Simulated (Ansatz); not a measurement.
## How fast states decay through Na3Cl2F

Wanted: the relaxed cell of Na3Cl2F, its band edges and its decay constants. It is built by putting F for Br in the Na3BrCl2 structure of space group I4/mmm, with the volume rescaled by atomic radii. The parent structure comes from the Materials Project.

Main program and level: Ansatz 0.2.0; r2SCAN DFT, plane waves, PAW files, in the first sound run; inputs show where later runs differ.

The structure was built from a prototype and need not be the compound's stable phase.

**1. Starting point**

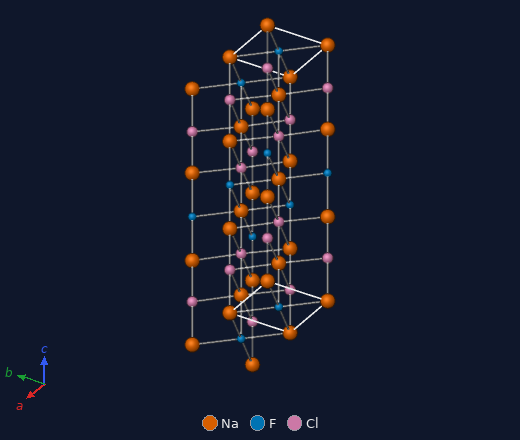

Start, viewed from a free direction; sodium orange, fluorine blue, chlorine pink. 2×1×1 cells are drawn. This picture shows the conventional cell, with its axes. Some periodic images of atoms are drawn too.

Structure file:

```cif
data_structure
_symmetry_space_group_name_H-M 'I4/mmm'
_symmetry_Int_Tables_number 139
_cell_length_a 3.8861
_cell_length_b 3.8861
_cell_length_c 16.4886
_cell_angle_alpha 90.000
_cell_angle_beta 90.000
_cell_angle_gamma 90.000
_cell_volume 249.01
loop_
_atom_site_label
_atom_site_type_symbol
_atom_site_symmetry_multiplicity
_atom_site_Wyckoff_symbol
_atom_site_fract_x
_atom_site_fract_y
_atom_site_fract_z
_atom_site_occupancy
Na1 Na 4 e 0.50000 0.50000 0.17099 1
Na2 Na 2 a 0.00000 0.00000 0.00000 1
F1 F 2 b 0.50000 0.50000 0.00000 1
Cl1 Cl 4 e 0.50000 0.50000 0.33234 1
```

**2. Relaxing the new crystal**

The substituted atoms don't fit the parent's cell, so cell and atoms relax together. A small smearing keeps the run stable in case the gap closes on the way.

Input file input.yaml:

```yaml
crystal:
  lattice:
    - [-1.9430482824, 1.9430482824, 8.2443171469]
    - [1.9430482824, -1.9430482824, 8.2443171469]
    - [1.9430482824, 1.9430482824, -8.2443171469]
  atoms:
    - { symbol: Na, position: [0.67098916, 0.67098916, 0.0] }
    - { symbol: Na, position: [0.0, 0.0, 0.0] }
    - { symbol: Na, position: [0.32901084, 0.32901084, 0.0] }
    - { symbol: F, position: [0.5, 0.5, 0.0] }
    - { symbol: Cl, position: [0.83233815, 0.83233815, 0.0] }
    - { symbol: Cl, position: [0.16766185, 0.16766185, 0.0] }
kpoints:
  mp_grid: { grid: [8, 8, 8] }
scf:
  occupations: { method: gaussian, width: 0.03 }
hamiltonian:
  xc: r2scan
output:
  forces: true
  stress: true
relax:
  f_tol: 0.02
  max_steps: 60
  cell: {}
```

Run with:

```sh
ansatz run input.yaml --threads 2 --pin off --max-ram 4096MiB --backend cpu --events-out ev --progress --plain --runs-dir out
```

Numbers of over 12 decimals in the logs are rounded to 6 here.

The program printed:

```text
basis.fft_grid_basis auto: the FFT boxes are laid along the combinations [[1, 0, 1], [0, 1, 1], [0, 0, 1]] of the cell's own vectors, 3.886, 3.886 and 8.690 Å long. The dense box has 30×30×64 points. Along the cell's own vectors, as sized, it would have 64×64×64, 4.55 times as many. Of the 16 symmetry operations that the crystal satisfies within crystal.symmetry.tolerance (time reversal apart; of a slab, those that k [...]
Engine: ansatz 0.2.0, aarch64-unknown-linux-gnu
Pseudopotentials: kind: paw
Pseudopotential: Na, paw, valence charge 9, recommended cutoff 500 eV (meta_gga), Na.paw.azcp
Pseudopotential: F, paw, valence charge 7, recommended cutoff 500 eV (meta_gga), F.paw.azcp
Pseudopotential: Cl, paw, valence charge 7, recommended cutoff 500 eV (meta_gga), Cl.paw.azcp
Functional definition: r2SCAN
  parameter k0 = 0.174
  parameter k1 = 0.065
  parameter a1 = 4.9479
  exchange = r2scan_x(k0 = k0, k1 = k1, a1 = a1)
  correlation = r2scan_c
Crystal: 6 atoms, lattice volume = 124.504 Å³
Basis set: ecut = 500 eV, 3127 PW (Γ), FFT grids on a1+a3, a2+a3, a3, exchange–correlation on 120×120×256 points (64 copies of the dense FFT grid, shifted against one another)
Bands: 30, of which v1, the nominal top of the filled ones, is band 24 counted from 1 (23 counted from 0)
Symmetry: 16 space group operations
Space group: I4/mmm (ITA 139), of the structure as read, at distance tolerance 5.0e-5 Å
k-points: 59 of 512
Non-local potential: Na, projectors of the file, l = 0: 3, l = 1: 2, l = 2: 1
Non-local potential: F, projectors of the file, l = 0: 2, l = 1: 2, l = 2: 1
Non-local potential: Cl, projectors of the file, l = 0: 2, l = 1: 2, l = 2: 2
PAW form: soft (Blöchl's): semilocal exchange-correlation on the pseudo side does not see the compensation charge
PAW frozen core: Na, regenerated for the run's functional (the file was generated under x = pbe(κ = 0.804, μ = 0.219515), c = pbe(β = 0.066725))
PAW frozen core: F, regenerated for the run's functional (the file was generated under x = pbe(κ = 0.804, μ = 0.219515), c = pbe(β = 0.066725))
PAW frozen core: Cl, regenerated for the run's functional (the file was generated under x = pbe(κ = 0.804, μ = 0.219515), c = pbe(β = 0.066725))
PAW one-centre angular grid: Na, 302 points (default); XC on 339 of its mesh's 2595 points in the sphere
PAW one-centre angular grid: F, 302 points (default); XC on 160 Gauss nodes
PAW one-centre angular grid: Cl, 302 points (default); XC on 160 Gauss nodes
Initial density: superposition of atomic densities (neutral atoms: chi_scale 0, normalization atom), corrected by the library's trained network
Initial wavefunctions: pseudopotential atomic-orbital guess
Functional: x = r2scan, c = r2scan; τ floored in thin density (d = 2e-4 eV/Å³)
SCF iter   1: F=—  HF=-7453.148263 eV  |F-HF|=—  |Δ(HF+E_count)|=         —  Δρ=8.09e-3  dr2=5.43e-2  dr2_τ=2.46e-2  ethr=1.77e-3  ⟨swp⟩=6.1  Hψ=7460  notcnv=0  defer=1
preconditioner: auto → Resta (q_TF=auto, 2.328 Å⁻¹)  ε∞=2.0  [insulator: Δε(μ)=5.850 eV  Ē_g=21.408 eV  σ=0.030 eV  W_gap=1.00  n_scr=26 (ndim 8)  ℏωp=21.6 eV  f_vac=0.107  D(μ)=0.00/eV (n_scr^D=0)  ε∞_Penn≈2.0]
SCF iter   2: F=—  HF=-7453.196799 eV  |F-HF|=—  |Δ(HF+E_count)|=   4.85e-2  Δρ=3.22e-3  dr2=5.02e-3  dr2_τ=1.43e-3  ethr=1.13e-4  ⟨swp⟩=3.0  Hψ=3972  notcnv=0  defer=94
SCF iter   3: F=—  HF=-7453.196588 eV  |F-HF|=—  |Δ(HF+E_count)|=   2.11e-4  Δρ=1.05e-3  dr2=1.22e-3  dr2_τ=1.43e-4  ethr=1.05e-5  ⟨swp⟩=2.1  Hψ=3088  notcnv=0  defer=35
automatic band count: iteration 3 solves 29 bands in place of 30: the levels show a gap, and the empty bands left out lie too high to hold charge; the band table lists the bands solved (type scf.n_extra_bands for more)
SCF iter   4: F=—  HF=-7453.196503 eV  |F-HF|=—  |Δ(HF+E_count)|=   8.58e-5  Δρ=4.79e-4  dr2=1.44e-4  dr2_τ=1.60e-5  ethr=2.55e-6  ⟨swp⟩=2.0  Hψ=2384  notcnv=0  defer=35
SCF iter   5: F=—  HF=-7453.196535 eV  |F-HF|=—  |Δ(HF+E_count)|=   3.27e-5  Δρ=5.17e-5  dr2=2.43e-6  dr2_τ=4.34e-7  ethr=2.99e-7  ⟨swp⟩=2.0  Hψ=2384  notcnv=0  defer=35
SCF iter   6: F=—  HF=-7453.196539 eV  |F-HF|=—  |Δ(HF+E_count)|=   4.11e-6  Δρ=1.34e-5  dr2=2.38e-7  dr2_τ=3.34e-8  ethr=5.07e-9  ⟨swp⟩=2.0  Hψ=2400  notcnv=0  defer=35
SCF iter   7: F=-7453.196540 eV  HF=-7453.196540 eV  |F-HF|=7.81e-9  |Δ(HF+E_count)|=   1.83e-7  Δρ=1.71e-6  dr2=3.60e-9  dr2_τ=5.01e-10  ethr=2.08e-10  ⟨swp⟩=4.0  Hψ=6062  notcnv=0
SCF 1 converged in 7 iterations: F = -7453.196540 eV  dr2 = 3.60e-9
  greatest PAW one-centre occupation: 1.000 electrons in one spin orbital (limit 2), on the Na atom at site 2 (counted from 0), in its partial waves of l = 0
relax step   1: F+E_penalty+E_count = -7453.19653954 eV  Δ(F+E_penalty+E_count) = +0.000e0 eV  max|allowed force component| = 5.998e-1 eV/Å  Δτ_max = 0.0000 Å  P = -1.485 GPa  Ω = 124.504 Å³  (7 SCF iters, dr2 threshold 1.00e-7 eV, accepted)
Crystal: 6 atoms, lattice volume = 117.526 Å³
Basis set: ecut = 500 eV, 2945 PW (Γ), FFT grids on a1+a3, a2+a3, a3, exchange–correlation on 120×120×256 points (64 copies of the dense FFT grid, shifted against one another)
Initial density: handed on by an earlier stage of this run
Initial wavefunctions: those handed on with the density
iter 1 solved again at ethr=1.14e-3 eV; its pass at ethr=3.10e-3 eV (dr2=5.46e-1 eV) is discarded
SCF iter   1: F=—  HF=-7453.860666 eV  |F-HF|=—  |Δ(HF+E_count)|=         —  Δρ=2.38e-2  dr2=5.55e-1  dr2_τ=1.23e0  ethr=1.14e-3  ⟨swp⟩=1.0  Hψ=8621  notcnv=0
automatic band count: iteration 1 solves 28 bands in place of 30: the levels show a gap, and the empty bands left out lie too high to hold charge; the band table lists the bands solved (type scf.n_extra_bands for more)
preconditioner: auto → Resta (q_TF=auto, 2.350 Å⁻¹)  ε∞=2.1  [insulator: Δε(μ)=5.632 eV  Ē_g=20.948 eV  σ=0.030 eV  W_gap=1.00  n_scr=24 (ndim 8)  ℏωp=22.2 eV  f_vac=0.071  D(μ)=0.00/eV (n_scr^D=0)  ε∞_Penn≈2.1]
SCF iter   2: F=—  HF=-7453.444103 eV  |F-HF|=—  |Δ(HF+E_count)|=   4.17e-1  Δρ=1.15e-2  dr2=9.71e-2  dr2_τ=8.32e-3  ethr=1.14e-3  ⟨swp⟩=3.1  Hψ=3090  notcnv=0
SCF iter   3: F=—  HF=-7453.421139 eV  |F-HF|=—  |Δ(HF+E_count)|=   2.30e-2  Δρ=3.92e-3  dr2=1.22e-2  dr2_τ=1.30e-3  ethr=2.02e-4  ⟨swp⟩=3.1  Hψ=3149  notcnv=0
SCF iter   4: F=—  HF=-7453.418384 eV  |F-HF|=—  |Δ(HF+E_count)|=   2.75e-3  Δρ=1.18e-3  dr2=1.17e-3  dr2_τ=1.19e-4  ethr=2.55e-5  ⟨swp⟩=2.1  Hψ=2750  notcnv=0
SCF iter   5: F=—  HF=-7453.418247 eV  |F-HF|=—  |Δ(HF+E_count)|=   1.37e-4  Δρ=2.39e-4  dr2=6.65e-5  dr2_τ=5.82e-6  ethr=2.44e-6  ⟨swp⟩=2.0  Hψ=2576  notcnv=0
SCF iter   6: F=—  HF=-7453.418273 eV  |F-HF|=—  |Δ(HF+E_count)|=   2.64e-5  Δρ=5.71e-5  dr2=2.91e-6  dr2_τ=1.86e-7  ethr=1.38e-7  ⟨swp⟩=2.0  Hψ=2598  notcnv=0
SCF iter   7: F=-7453.418273 eV  HF=-7453.418273 eV  |F-HF|=6.09e-8  |Δ(HF+E_count)|=   3.25e-7  Δρ=1.05e-5  dr2=1.30e-7  dr2_τ=8.89e-9  ethr=1.25e-9  ⟨swp⟩=4.0  Hψ=6136  notcnv=0
SCF 2 converged in 7 iterations: F = -7453.418273 eV  dr2 = 1.30e-7
relax step   2: F+E_penalty+E_count = -7453.41827333 eV  Δ(F+E_penalty+E_count) = -2.217e-1 eV  max|allowed force component| = 3.351e-1 eV/Å  Δτ_max = 0.1948 Å  P = -0.632 GPa  Ω = 117.526 Å³  energy of the carried Pulay correction = +1.231e-3 eV  (7 SCF iters, dr2 threshold 6.00e-7 eV, accepted)
Crystal: 6 atoms, lattice volume = 112.571 Å³
Basis set: ecut = 500 eV, 2833 PW (Γ), FFT grids on a1+a3, a2+a3, a3, exchange–correlation on 120×120×256 points (64 copies of the dense FFT grid, shifted against one another)
iter 1 solved again at ethr=1.02e-3 eV; its pass at ethr=3.10e-3 eV (dr2=4.92e-1 eV) is discarded
SCF iter   1: F=—  HF=-7453.872620 eV  |F-HF|=—  |Δ(HF+E_count)|=         —  Δρ=2.30e-2  dr2=5.01e-1  dr2_τ=1.26e0  ethr=1.02e-3  ⟨swp⟩=1.0  Hψ=8633  notcnv=0
automatic band count: iteration 1 solves 28 bands in place of 30: the levels show a gap, and the empty bands left out lie too high to hold charge; the band table lists the bands solved (type scf.n_extra_bands for more)
preconditioner: auto → Resta (q_TF=auto, 2.367 Å⁻¹)  ε∞=2.2  [insulator: Δε(μ)=5.588 eV  Ē_g=21.105 eV  σ=0.030 eV  W_gap=1.00  n_scr=24 (ndim 8)  ℏωp=22.7 eV  f_vac=0.056  D(μ)=0.00/eV (n_scr^D=0)  ε∞_Penn≈2.2]
SCF iter   2: F=—  HF=-7453.509940 eV  |F-HF|=—  |Δ(HF+E_count)|=   3.63e-1  Δρ=1.13e-2  dr2=9.42e-2  dr2_τ=7.43e-3  ethr=1.02e-3  ⟨swp⟩=3.0  Hψ=3095  notcnv=0
SCF iter   3: F=—  HF=-7453.485145 eV  |F-HF|=—  |Δ(HF+E_count)|=   2.48e-2  Δρ=2.72e-3  dr2=5.47e-3  dr2_τ=6.54e-4  ethr=1.96e-4  ⟨swp⟩=3.1  Hψ=3156  notcnv=0
SCF iter   4: F=—  HF=-7453.484278 eV  |F-HF|=—  |Δ(HF+E_count)|=   8.67e-4  Δρ=1.22e-3  dr2=1.06e-3  dr2_τ=1.24e-4  ethr=1.14e-5  ⟨swp⟩=2.1  Hψ=3368  notcnv=0
SCF iter   5: F=—  HF=-7453.484083 eV  |F-HF|=—  |Δ(HF+E_count)|=   1.95e-4  Δρ=2.54e-4  dr2=4.72e-5  dr2_τ=5.69e-6  ethr=2.21e-6  ⟨swp⟩=2.0  Hψ=2445  notcnv=0
SCF iter   6: F=—  HF=-7453.484112 eV  |F-HF|=—  |Δ(HF+E_count)|=   2.94e-5  Δρ=3.73e-5  dr2=1.54e-6  dr2_τ=1.48e-7  ethr=9.83e-8  ⟨swp⟩=2.7  Hψ=3049  notcnv=0
SCF iter   7: F=-7453.484113 eV  HF=-7453.484113 eV  |F-HF|=1.14e-8  |Δ(HF+E_count)|=   5.11e-7  Δρ=7.85e-6  dr2=4.58e-8  dr2_τ=3.02e-9  ethr=1.25e-9  ⟨swp⟩=4.0  Hψ=6136  notcnv=0
SCF 3 converged in 7 iterations: F = -7453.484113 eV  dr2 = 4.58e-8
relax step   3: F+E_penalty+E_count = -7453.48411290 eV  Δ(F+E_penalty+E_count) = -6.584e-2 eV  max|allowed force component| = 1.110e-1 eV/Å  Δτ_max = 0.1948 Å  P = +0.893 GPa  Ω = 112.571 Å³  energy of the carried Pulay correction = +2.150e-3 eV  (7 SCF iters, dr2 threshold 6.00e-7 eV, accepted)
[...]
relax step   4: F+E_penalty+E_count = -7453.49428194 eV  Δ(F+E_penalty+E_count) = -1.017e-2 eV  max|allowed force component| = 7.905e-2 eV/Å  Δτ_max = 0.0460 Å  P = -0.387 GPa  Ω = 116.623 Å³  energy of the carried Pulay correction = +1.396e-3 eV  (6 SCF iters, dr2 threshold 6.00e-7 eV, accepted)
[...]
relax step   5: F+E_penalty+E_count = -7453.49940960 eV  Δ(F+E_penalty+E_count) = -5.128e-3 eV  max|allowed force component| = 2.954e-2 eV/Å  Δτ_max = 0.0239 Å  P = -0.072 GPa  Ω = 115.171 Å³  energy of the carried Pulay correction = +1.663e-3 eV  (6 SCF iters, dr2 threshold 6.00e-7 eV, accepted)
[...]
relax step   6: F+E_penalty+E_count = -7453.49980796 eV  Δ(F+E_penalty+E_count) = -3.984e-4 eV  max|allowed force component| = 4.602e-3 eV/Å  Δτ_max = 0.0082 Å  P = -0.021 GPa  Ω = 115.099 Å³  energy of the carried Pulay correction = +1.676e-3 eV  (6 SCF iters, dr2 threshold 5.46e-8 eV, accepted)
Initial wavefunctions: pseudopotential atomic-orbital guess (no wavefunctions were taken with the density)
iter 1 solved again at ethr=6.17e-8 eV; its pass at ethr=3.10e-3 eV (dr2=2.96e-5 eV) is discarded
SCF iter   1: F=—  HF=-7453.498084 eV  |F-HF|=—  |Δ(HF+E_count)|=         —  Δρ=1.53e-4  dr2=2.63e-6  dr2_τ=1.18e-5  ethr=6.17e-8  ⟨swp⟩=3.0  Hψ=11887  notcnv=0
preconditioner: auto → Resta (q_TF=auto, 2.358 Å⁻¹)  ε∞=2.1  [insulator: Δε(μ)=5.758 eV  Ē_g=21.473 eV  σ=0.030 eV  W_gap=1.00  n_scr=24 (ndim 8)  ℏωp=22.4 eV  f_vac=0.072  D(μ)=0.00/eV (n_scr^D=0)  ε∞_Penn≈2.1]
SCF iter   2: F=—  HF=-7453.498089 eV  |F-HF|=—  |Δ(HF+E_count)|=   5.29e-6  Δρ=7.69e-5  dr2=7.52e-7  dr2_τ=1.29e-6  ethr=5.47e-9  ⟨swp⟩=2.0  Hψ=2336  notcnv=0
SCF iter   3: F=—  HF=-7453.498091 eV  |F-HF|=—  |Δ(HF+E_count)|=   2.49e-6  Δρ=2.15e-5  dr2=2.02e-7  dr2_τ=5.77e-8  ethr=1.57e-9  ⟨swp⟩=2.0  Hψ=2777  notcnv=0
SCF iter   4: F=—  HF=-7453.498091 eV  |F-HF|=—  |Δ(HF+E_count)|=   1.30e-8  Δρ=1.60e-6  dr2=5.57e-10  dr2_τ=5.75e-10  ethr=4.20e-10  ⟨swp⟩=2.0  Hψ=2375  notcnv=0
SCF iter   5: F=-7453.498091 eV  HF=-7453.498091 eV  |F-HF|=1.13e-10  |Δ(HF+E_count)|=   2.38e-9  Δρ=3.98e-7  dr2=5.05e-11  dr2_τ=2.83e-11  ethr=1.00e-12  ⟨swp⟩=5.0  Hψ=6588  notcnv=0
SCF 7 converged in 5 iterations: F = -7453.498091 eV  dr2 = 5.05e-11
relax step   7: F+E_penalty+E_count = -7453.49809131 eV  Δ(F+E_penalty+E_count) = +1.717e-3 eV  max|allowed force component| = 4.399e-3 eV/Å  Δτ_max = 0.0000 Å  P = -0.019 GPa  Ω = 115.099 Å³  stress off target by 3.10e-2 GPa  SCF on the basis re-selected at this cell (its energy is not comparable with the rows above)  (5 SCF iters)
basis re-selected at this cell: Δ(F+E_penalty+E_count) = +1.717e-3 eV, ΔP = +0.003 GPa vs the last step (what re-selecting the basis moved, of the pressure what is left beyond the Pulay correction that the steps carried, after the strain that the cell walked since its last selection, with what the two solves' SCF thresholds leave and, on support functions, any second-order correction that the steps lacked; it is no m [...]
SCF converged after 5 iterations
Free energy (F): -7453.498091 eV
Harris-Foulkes:  -7453.498091 eV  (|F-HF|=1.13e-10)
Internal energy: -7453.498091 eV  (E = F + TS)
E sigma→0 (E₀):  -7453.498091 eV
Fermi energy:    3.664870 eV
--- Per-component energies (eV) ---
  E_band       = -758.597031
  E_kinetic    = 895.994973
  E_local      = -4935.944423  (includes V_loc(G=0)·N_el)
  E_nonlocal   = 477.168000
  E_hartree    = 1770.245887
  E_xc         = -400.885850
  E_vxc        = -556.337470  (∫ρ·V_xc dr)
  E_paw        = -2339.083895  (= ΣΔE_a)
  E_vpaw       = -218.225158  (= ΣTr[D̂ρ^β])
  E_aug_tail   = 0.001088  (compensation charges beyond the density's cutoff)
  E_vtau       = 38.254150  (kinetic-family band-sum trace: ∫τ·v_τ [+ j·A + Jᵃ·Aᵃ] dr)
  E_ewald      = -2920.610866
  E_core_change = -0.383007  (= ΣΔE_core)
  E_smearing   = -0.000000  (= −TS)
  E_closure    = -0.000000  (closes the sum)
  Σ components = -7453.498091   (vs F -7453.498091, Δ=0.00e0)
--- Forces (eV/Å), atoms counted from 1 ---
  atom   1  Na     0.00000000    -0.00000000    -0.00142305
  atom   2  Na     0.00000000    -0.00000000     0.00000000
  atom   3  Na     0.00000000    -0.00000000     0.00142305
  atom   4  F     -0.00000000    -0.00000000     0.00000000
  atom   5  Cl    -0.00000000     0.00000000     0.00439918
  atom   6  Cl     0.00000000     0.00000000    -0.00439918
  max |Σ_I F_I| component: 8.67e-19 eV/Å
--- Stress (GPa, compression-positive) ---
       -0.031042      -0.000000       0.000000
       -0.000000      -0.031042      -0.000000
        0.000000      -0.000000       0.006434
  P = ⅓ Tr σ = -0.0186 GPa (-0.186 kbar)
--- Relaxed structure (6 steps of the walk, 6 accepted, 1 SCFs on fresh bases) ---
  F+E_penalty+E_count = -7453.49809131 eV   max|allowed force component| = 4.399e-3 eV/Å   (the final SCF, on the basis selected at the relaxed cell)
  cell:  # Å, volume = 115.0990 Å³
    - [-1.911460, 1.911460, 7.875555]
    - [1.911460, -1.911460, 7.875555]
    - [1.911460, 1.911460, -7.875555]
  atoms:
    - { symbol: Na, position: [0.648462, 0.648462, 0] }
    - { symbol: Na, position: [-6.663124318701713e-19, -6.663124318701632e-19, 0] }
    - { symbol: Na, position: [0.351538, 0.351538, 0] }
    - { symbol: F, position: [0.500000, 0.500000, 0] }
    - { symbol: Cl, position: [0.834418, 0.834418, 0] }
    - { symbol: Cl, position: [0.165582, 0.165582, 0] }
```

It took 65 s on 2 threads of Arm Neoverse V2, shared host; peak memory 0.73 GiB; 2.1 min of CPU time.

Relaxation path:

```csv
step,energy less that of the first step (eV),largest force component (eV/Å),pressure (GPa),volume (Å³)
1,0.0000,0.5998,-1.48,124.50
2,-0.2217,0.3351,-0.63,117.53
3,-0.2876,0.1110,0.89,112.57
4,-0.2977,0.0790,-0.39,116.62
5,-0.3029,0.0295,-0.07,115.17
6,-0.3033,0.0046,-0.02,115.10
7*,-0.3016,0.0044,-0.02,115.10
```

Relaxation steps marked * repeat the geometry before them on a plane-wave basis chosen anew for their cell, so energy and pressure can jump there.

Forces are held to the 16 operations that the run works with; a distortion that breaks them can't arise in this run.

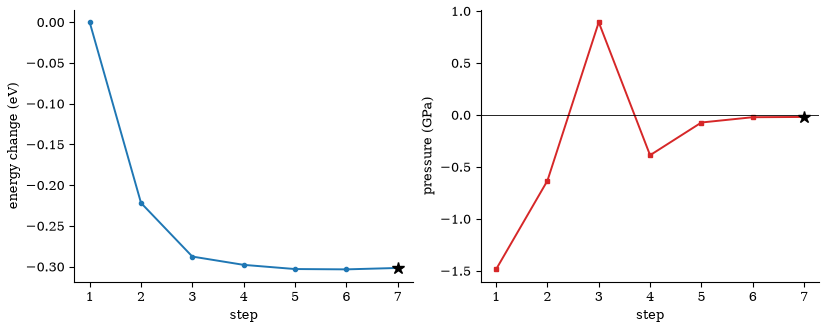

Energy and pressure along the relaxation. Stars mark steps on a basis chosen anew.

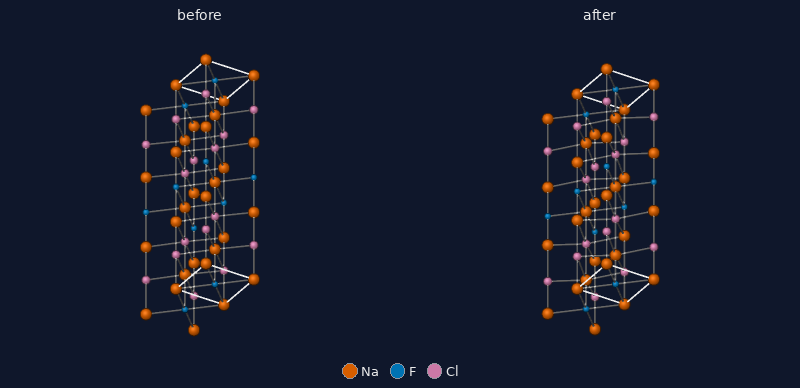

The structure before and after the relaxation, drawn at the same scale.

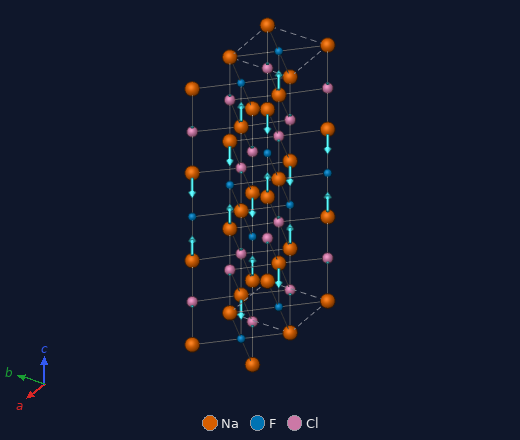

Displacements in the relaxation, exaggerated, measured against the changing cell; the longest in the cell stands for 0.35 Å. 2×1×1 conventional cells are drawn. Some periodic images of atoms are drawn too.

```csv
"conventional cell, symmetrised",before,after,change
a (Å),3.886,3.823,-1.6 %
b (Å),3.886,3.823,-1.6 %
c (Å),16.489,15.751,-4.5 %
volume (Å³/atom),20.75,19.18,-7.6 %
```

The atoms that moved most (Å, as changes of fractional coordinates times the final cell):

```csv
atom,dx,dy,dz,length
Na3,0.000,0.000,0.355,0.355
Na1,0.000,0.000,-0.355,0.355
Cl5,0.000,0.000,0.033,0.033
Cl6,0.000,0.000,-0.033,0.033
```

Final coordinates:

```xyz
6
Lattice="-1.9115 1.9115 7.8756 1.9115 -1.9115 7.8756 1.9115 1.9115 -7.8756" Properties=species:S:1:pos:R:3 pbc="T T T"
Na    0.0000    0.0000   10.2140
Na    0.0000    0.0000    0.0000
Na    0.0000    0.0000    5.5371
F     0.0000    0.0000    7.8756
Cl    0.0000    0.0000   13.1430
Cl    0.0000    0.0000    2.6081
```

Numbers from this step:

```
free energy  : -7453.4981 eV
Fermi energy : 3.665 eV
pressure     : -0.01855 GPa
```

The largest force component on a free atom ends at 0.0044 eV/Å.

(Continued in part 2 of 3.)

[Logs are printed without paths, hosts, clocks, repeated set-up lines and the standing remarks that a program may print on its own settings, such as how far it seeks lower states.]

[Hosts, paths, dates, database ids (printed as entryN), source tags and the programs' standing remarks are cut or masked in the printed files.]
